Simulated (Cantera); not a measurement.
Feed: 1 mol Ta₂O₅, 2.9 mol H₂, 1.5 mol H₂O, held at 0.00133 bar.

Equilibrium computed with Cantera from the NASA thermochemical tables; the gas is ideal and each condensed phase is pure. Candidate condensed phases: H₂O, Ta, Ta₂O₅; 12 gas species. Equilibrium is a limit: real reactors are often held back by kinetics, nucleation or transport.

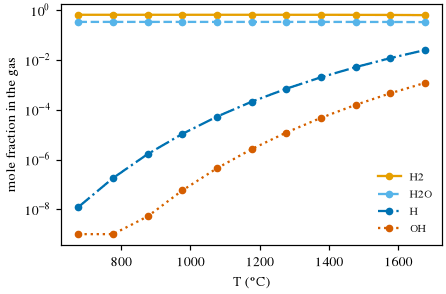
Figure. Equilibrium gas composition (values under 1e-9 drawn at 1e-9)

Question: Read off the mole fractions at 777 °C.

Answer: H₂ about 0.66, H₂O about 0.34, H about 1.8e-7.
